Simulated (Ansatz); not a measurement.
Given this structure, the end point of a relaxation at fixed volume with DFT PBEsol, scalar-relativistic, plane waves, PAW (Ansatz); the starting structure was generated, so it need not be a known form of this composition, written in its standard cell:

```cif
data_structure
_symmetry_space_group_name_H-M 'I4/mmm'
_symmetry_Int_Tables_number 139
_cell_length_a 3.6269
_cell_length_b 3.6269
_cell_length_c 8.9450
_cell_angle_alpha 90.000
_cell_angle_beta 90.000
_cell_angle_gamma 90.000
_cell_volume 117.67
loop_
_atom_site_label
_atom_site_type_symbol
_atom_site_symmetry_multiplicity
_atom_site_Wyckoff_symbol
_atom_site_fract_x
_atom_site_fract_y
_atom_site_fract_z
_atom_site_occupancy
Cr1 Cr 2 a 0.00000 0.00000 0.00000 1
Hg1 Hg 4 e 0.00000 0.00000 0.33662 1
```

> Predict the [210] zone-axis pattern (100 kV, kinematic, B = 0.5 Å²).

The spots form a centred rectangular net whose two shortest vectors correspond to d = 4.47 Å and 1.60 Å, 79.7° apart. They are 0 0 2 and 1 -2 1. The pattern has symmetry 2mm. The lattice centring (I) removes all reflections that break h + k + l = 2n.

Strongest reflections with d > 0.80 Å, one of each family (|F|² from tabulated Gaussian fits of the electron scattering factors, times a small damping for the curvature of the Ewald sphere):

```json
{"hkl": "0 0 6", "d (Å)": "1.491", "I (strongest = 100)": "100"}
{"hkl": "1 -2 3", "d (Å)": "1.425", "I (strongest = 100)": "91"}
{"hkl": "1 -2 9", "d (Å)": "0.847", "I (strongest = 100)": "20"}
{"hkl": "2 -4 0", "d (Å)": "0.811", "I (strongest = 100)": "18"}
{"hkl": "0 0 4", "d (Å)": "2.236", "I (strongest = 100)": "16"}
{"hkl": "0 0 2", "d (Å)": "4.473", "I (strongest = 100)": "10"}
```

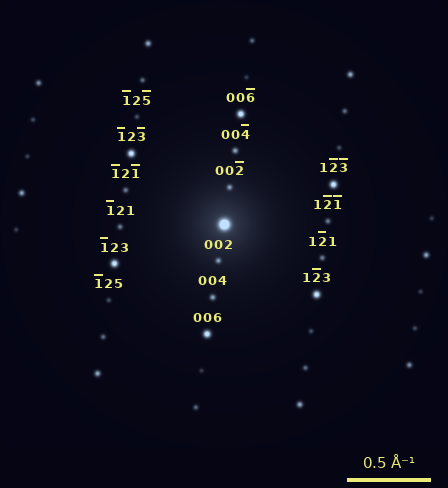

Calculated pattern, seen from the source side with [210] pointing towards the source.
